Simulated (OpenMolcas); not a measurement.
# Cr³⁺ among point charges: CASSCF and CASPT2 levels and susceptibility

Aim: the splitting of the states of Cr³⁺ in the field of 6 point charges, its lowest levels with spin-orbit coupling and its magnetic susceptibility.

Method: state-averaged CASSCF and CASPT2, spin-orbit coupling by RASSI with atomic mean-field integrals. Code: OpenMolcas 26.06.

### 1 Starting point

* Species: Cr³⁺ (chromium, Z = 24, 21 electrons)
* Basis: ANO-RCC-VDZP [5s4p2d1f], 34 functions
* Scalar Hamiltonian: DKH2, point nucleus
* Inactive shells: 1s 2s 2p 3s 3p
* Active space: 3 electrons in 5 orbitals (3d)
* Some configurations of this space: 3d3
* Orbitals: optimised for each spin and parity, averaged over all roots

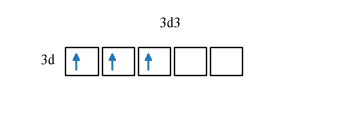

Outer shells as boxes.

The ion sits among 6 point charges of -1.3 e arranged as an octahedron (Oh), 1.97 Å from the ion.

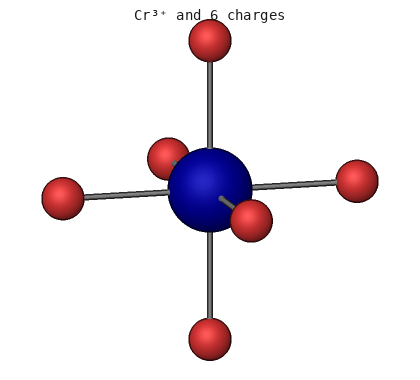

The ion and the point charges (red).

The work runs as a chain of OpenMolcas steps in one folder; each step below is one input file. Labels, J, g values, rates, χT and fits are worked out afterwards by a script from the matrices that RASSI stores. The input lists half of the charges; inversion (Group=XYZ) makes the rest.

### 2 Basis and integrals

File a.inp:

```
&GATEWAY
Coord
1

Cr 0.0 0.0 0.0
Basis=ANO-RCC-VDZP
Group=XYZ
NoMove
AngMom=0.0 0.0 0.0
AMFI
XField
3 Angstrom 0
1.970000 0.000000 0.000000 -1.300000
0.000000 1.970000 0.000000 -1.300000
0.000000 0.000000 1.970000 -1.300000
&SEWARD
```

On the command line:

```console
$ OMP_NUM_THREADS=1 MOLCAS_MEM=1689 MOLCAS_PROJECT=a pymolcas a.inp > a.log
```

### 3 Reference wave functions, quartets of even parity, 10 roots

File a.inp:

```
&RASSCF
FileOrb=start.orb
Symmetry=1
Spin=4
nActEl=3 0 0
Inactive=3 6
Ras2=5 0
CIRoot=10 10 1
SDav=10
CIMx=300
Iter=120 100
PrWF=0.3
OrbListing=Nothing
MaxOrb=0
>>> COPY $Project.JobIph JOB001
```

start.orb holds the contracted functions of the basis, ordered by shell, or the orbitals of the step before.

### 4 Reference wave functions, doublets of even parity, 40 roots

File a.inp:

```
&RASSCF
FileOrb=start.orb
Symmetry=1
Spin=2
nActEl=3 0 0
Inactive=3 6
Ras2=5 0
CIRoot=40 40 1
SDav=40
CIMx=300
Iter=120 100
PrWF=0.3
OrbListing=Nothing
MaxOrb=0
>>> COPY $Project.JobIph JOB002
```

### 5 State interaction with spin-orbit coupling

File a.inp:

```
&RASSI
NrOfJobIphs=2 10 40
1 2 3 4 5 6 7 8 9 10
1 2 3 4 5 6 7 8 9 10 11 12 13 14 15 16 17 18 19 20 21 22 23 24 25 26 27
28 29 30 31 32 33 34 35 36 37 38 39 40
IphNames
JOB001
JOB002
EJob
SpinOrbit
DIPRint=1.0
SOCoupling=1000.0
Subsets=2
Property=9
'ANGMOM' 1 'ANGMOM' 2 'ANGMOM' 3 'MLTPL  1' 1 'MLTPL  1' 2 'MLTPL  1' 3
'AMFI' 1 'AMFI' 2 'AMFI' 3
SOProperty=3
'ANGMOM' 1 'ANGMOM' 2 'ANGMOM' 3
```

### 6 CASPT2: IPEA 0.25, imaginary shift 0.1 (closed shells correlated: 3s 3p)

File a.inp:

```
>>> COPY JOB001 $Project.JobIph
&CASPT2
Multistate=10 1 2 3 4 5 6 7 8 9 10
NoMult
Frozen=2 3
IPEA=0.25
Imaginary=0.1
MaxIter=60
WThr=0.0 0.3 0.05
PrWF=0.5
NoMix
>>> COPY JOB002 $Project.JobIph
&CASPT2
Multistate=40 1 2 3 4 5 6 7 8 9 10 11 12 13 14 15 16 17 18 19 20 21 22
23 24 25 26 27 28 29 30 31 32 33 34 35 36 37 38 39 40
NoMult
Frozen=2 3
IPEA=0.25
Imaginary=0.1
MaxIter=60
WThr=0.0 0.3 0.05
PrWF=0.5
NoMix
```

(Steps that only read results are left out.)

What does the calculation give? Wanted: spin-free ground state; first state of the same spin within the active space; lowest level; next level.

As calculated:

| quantity | value |
| --- | --- |
| method | SS-CASPT2, IPEA 0.25, imaginary shift 0.1 (closed shells correlated: 3s 3p) |
| spin-free ground state | 4A2, 1-fold in its orbital part |
| first state of the same spin within the active space | 4T2 at 3130 cm⁻¹ |
| lowest level | 4-fold Γ8 |
| next level | 3052.5 cm⁻¹ |
| χT at 300 K | 1.61 cm³ K/mol |
| effective moment at 300 K | 3.59 μB |

Cost by method:

| method | time of its own steps | time with the reference |
| --- | --- | --- |
| A. CASSCF | 10 s | 10 s |
| B. SS-CASPT2, IPEA 0.25, imaginary shift 0.1, +3s 3p | 3.5 s | 14 s |

Times are of one thread on a shared host.

What this shows: The spin-free ground state (4A2) comes to 100 % from free-ion F terms and keeps the highest spin of the shell. χT at 300 K is 1.61, against 1.88 cm³ K/mol for the spin alone, so spin-orbit coupling lowers it. CASPT2 does not keep the components of a term degenerate, and the means are used. The field of point charges can differ much from that of real complexes. This is an electrostatic model: the charges have no orbitals.
